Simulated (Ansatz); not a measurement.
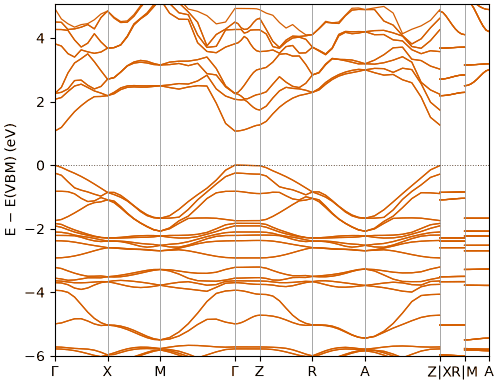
Figure: Band structure from the program Ansatz at the r²SCAN with spin–orbit coupling level (PAW)

### Question
Read off the gap and where the band edges lie.

### Answer
About 1.1 eV (1.07 eV by a search for the band edges); maximum at Γ, minimum at Γ.

The material is BaCuTeF in space group P4/nmm (No. 129; Ba on 2c, Cu on 2a, Te on 2c, F on 2b).

The first step of the workflow began from a Materials Project structure, measured or hypothetical; the Crystallography Open Database copy checked does not list it. Whether it is the stable phase at ambient conditions was not checked. Symmetry was held in the r²SCAN relaxation; phonons show weakly imaginary modes. The run is not spin-polarised. No Hubbard U is applied.

Potentials: the earlier of the program's two PAW sets. The files were generated under PBE; for other functionals the program regenerates the frozen cores, and for LDA and PBEsol the local potential too.
